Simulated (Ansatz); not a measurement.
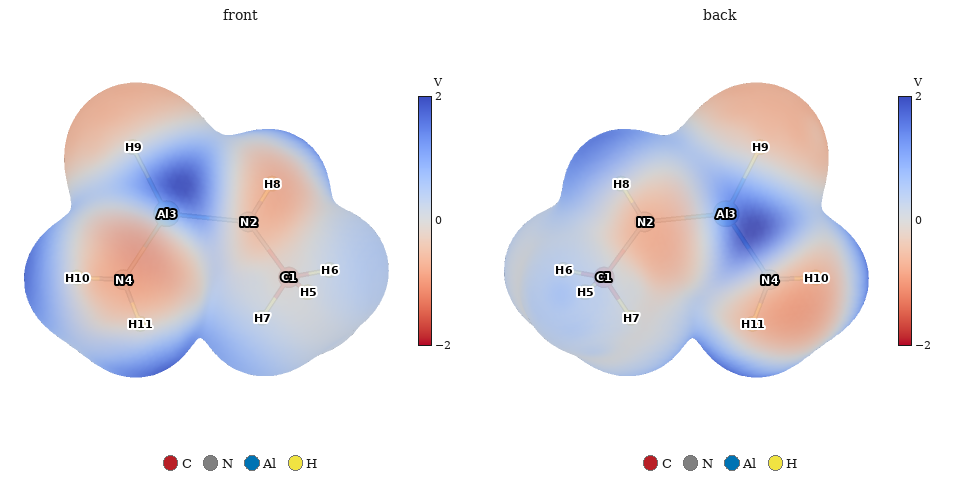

Figure. CH7AlN2 (SMILES C[NH][AlH][NH2]). The electrostatic potential painted on the density surface at 0.002 e/bohr³, seen from the front and from behind; red is negative and blue positive.

Geometry: PBE0-D4/def2-TZVP.

Method: RKS PBE0-D4/def2-TZVPP in Ansatz 0.2.0.

```yaml
atoms:
  - { symbol: C, position_ang: [-0.9368, 1.3654, -0.2030] }
  - { symbol: N, position_ang: [-0.6939, 0.3146, 0.7593] }
  - { symbol: Al, position_ang: [0.4251, -1.0544, 0.6662] }
  - { symbol: N, position_ang: [1.4467, -1.2727, -0.7627] }
  - { symbol: H, position_ang: [-1.9717, 1.3726, -0.5674] }
  - { symbol: H, position_ang: [-0.7201, 2.3629, 0.1990] }
  - { symbol: H, position_ang: [-0.2948, 1.2310, -1.0774] }
  - { symbol: H, position_ang: [-1.2676, 0.4170, 1.5826] }
  - { symbol: H, position_ang: [0.5062, -2.0779, 1.8675] }
  - { symbol: H, position_ang: [2.1003, -2.0314, -0.8650] }
  - { symbol: H, position_ang: [1.4722, -0.6842, -1.5786] }
```

Where is the surface potential most negative and most positive?

The most negative region (about −0.9 V) lies over N4, the most positive (about +1.9 V) over Al3.
